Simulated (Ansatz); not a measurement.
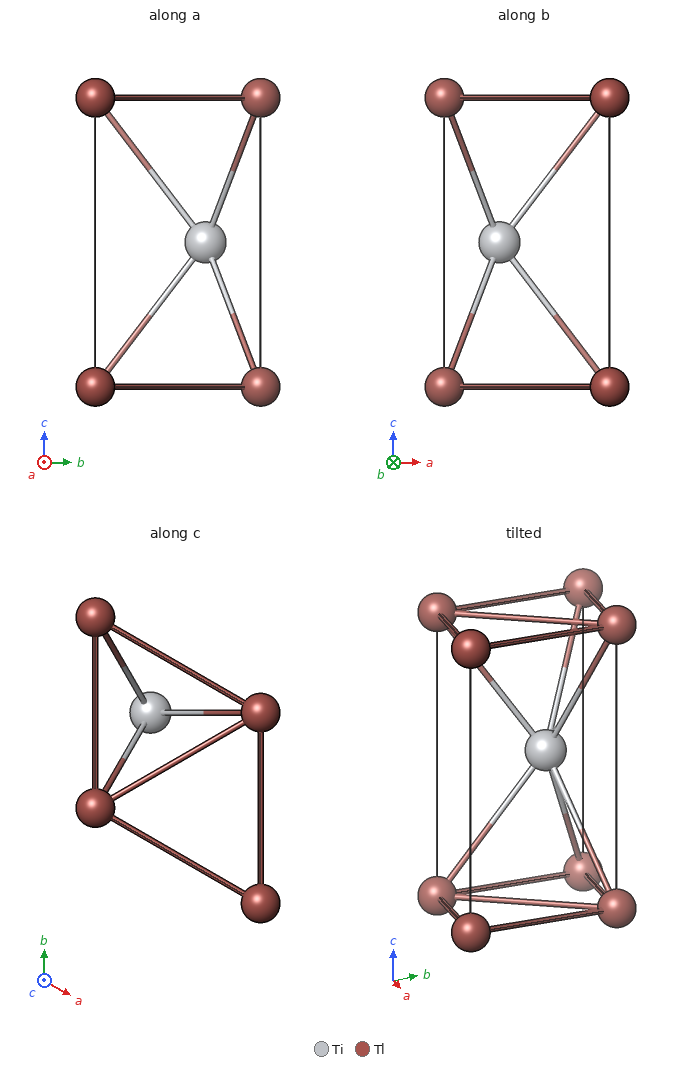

View along the a axis, along the b axis, along the c axis and slightly off an axis, drawn as a ball-and-stick model. Atoms at the boundary of the conventional unit cell (the box) are drawn once for each face, edge or corner they touch.

Lattice parameters: a = 3.183 Å, b = 3.183 Å, c = 4.821 Å, α = 90.00°, β = 90.00°, γ = 120.00°. Put a along x and b in the xy plane.

> Write down what is shown as a POSCAR file.

```
Ti Tl
1.0
     3.183    0.000    0.000
    -1.591    2.756    0.000
     0.000    0.000    4.821
Ti Tl
1 1
Direct
  0.3333 0.6667 0.5000
  0.0000 0.0000 0.0000
```

Starting structure: a structure type filled with these elements by a generator (whether the compound takes this form wasn't checked). The structure drawn was relaxed with DFT PBE, scalar-relativistic, plane waves, PAW in Ansatz 0.2.0.
